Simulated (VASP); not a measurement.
Band structure of CdHgSe2 (space group P-4m2). Computed with LDA (Ceperley-Alder, Perdew-Zunger), VASP's LDA PAW potentials (set 64) (plane waves; VASP).

Unless said otherwise, spin-orbit coupling is left out, though it shifts the bands of the heavy elements here.

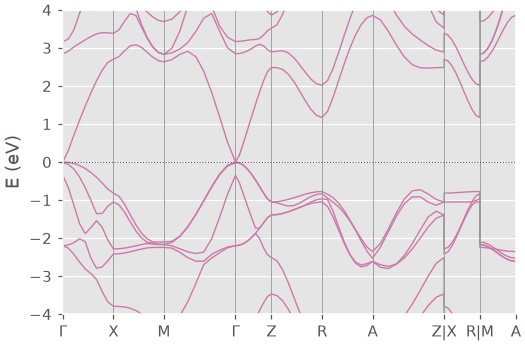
Fig. 1. Bands along high-symmetry lines, zero at the valence-band maximum or, without a gap, the Fermi level

Problem. Read the plot: is there a gap, and where are the band edges?

Solution. It has no gap at this level: it comes out as a metal or semimetal. (Edges off the drawn lines would not show.)

The structure comes from a computed database's CdHgSe2 entry (P-4m2); how it stands against other phases isn't given here. It was relaxed first, which changed the volume by -6 %.
